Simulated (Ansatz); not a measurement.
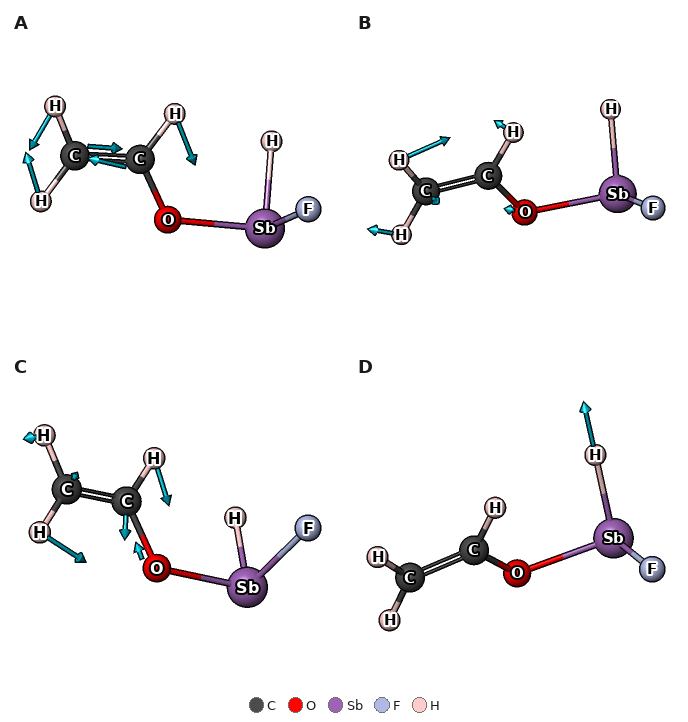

4 normal modes of one molecule or complex, as arrows. Harmonic vibrations computed with RKS PBE0-D4/def2-TZVP, core potentials on Sb (Ansatz 0.2.0) at a stationary point of the same level.

**Match the panels to the wavenumbers 1000 cm⁻¹, 1196 cm⁻¹, 1710 cm⁻¹, 1907 cm⁻¹.**

A: 1710 cm⁻¹
B: 1000 cm⁻¹
C: 1196 cm⁻¹
D: 1907 cm⁻¹, Sb–H stretching
